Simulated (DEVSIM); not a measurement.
Device: Cr/La2O3/n-Si capacitor, at 300 K.

```csv
layer (left to right),material,thickness (nm),Nd (cm⁻³)
1,La2O3,14.0,-
2,Si,7100,3.3e14
```

Metal gate on the left, work function 4.5 eV. Fixed charge at the semiconductor interface 2e12 cm⁻² (in units of +e); no interface traps.

The device is made up for the run: typed textbook-type constants, with dimensions and the other settings drawn at random. Values at 300 K.

| parameter | La2O3 | Si |
|---|---|---|
| gap (eV) | 5.8 | 1.124 |
| affinity (eV) | 1.8 | 4.05 |
| permittivity | 27 | 11.7 |
| Nc (cm⁻³) | - | 2.86e19 |
| Nv (cm⁻³) | - | 3.1e19 |

Model (solved in DEVSIM): 1D Poisson equation in equilibrium, Boltzmann statistics, complete ionisation; no quantum confinement or tunnelling. Metal contacts follow the ideal Schottky-Mott rule: no Fermi-level pinning, no interface dipoles.

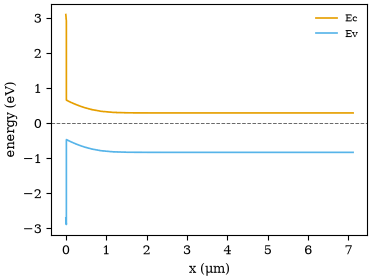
Figure. Band edges at -0.4 V on the gate

Energies count from the Fermi level of the right contact; mesh points crowd at the junctions.

| x (μm) | Ec (eV) | Ev (eV) | n (cm⁻³) | p (cm⁻³) | field (V/cm) |
|---|---|---|---|---|---|
| 0.000 | 3.100 | -2.700 | < 1e2 | < 1e2 | -140000 |
| 0.001512 | 3.079 | -2.721 | < 1e2 | < 1e2 | -140000 |
| 0.004658 | 3.036 | -2.764 | < 1e2 | < 1e2 | -140000 |
| 0.009895 | 2.965 | -2.835 | < 1e2 | < 1e2 | -140000 |
| 0.01329 | 2.918 | -2.881 | < 1e2 | < 1e2 | -140000 |
| 0.01458 | 0.658 | -0.466 | 2.5e8 | 4.6e11 | -5900 |
| 0.01705 | 0.657 | -0.467 | 2.6e8 | 4.4e11 | -5900 |
| 0.02661 | 0.651 | -0.473 | 3.3e8 | 3.5e11 | -5800 |
| 0.04608 | 0.640 | -0.484 | 5.1e8 | 2.3e11 | -5700 |
| 0.09308 | 0.614 | -0.510 | 1.4e9 | 8.3e10 | -5500 |
| 0.2065 | 0.555 | -0.569 | 1.4e10 | 8.5e9 | -4900 |
| 0.6470 | 0.388 | -0.736 | 8.5e12 | 1.4e7 | -2700 |
| 1.544 | 0.297 | -0.827 | 2.9e14 | 400000 | -140 |
| 3.682 | 0.294 | -0.830 | 3.3e14 | 350000 | ≈ 0 |
| 6.067 | 0.294 | -0.830 | 3.3e14 | 350000 | ≈ 0 |
| 6.695 | 0.294 | -0.830 | 3.3e14 | 350000 | ≈ 0 |
| 6.941 | 0.294 | -0.830 | 3.3e14 | 350000 | ≈ 0 |
| 7.043 | 0.294 | -0.830 | 3.3e14 | 350000 | ≈ 0 |
| 7.093 | 0.294 | -0.830 | 3.3e14 | 350000 | ≈ 0 |
| 7.106 | 0.294 | -0.830 | 3.3e14 | 350000 | ≈ 0 |
| 7.111 | 0.294 | -0.830 | 3.3e14 | 350000 | ≈ 0 |
| 7.114 | 0.294 | -0.830 | 3.3e14 | 350000 | ≈ 0 |
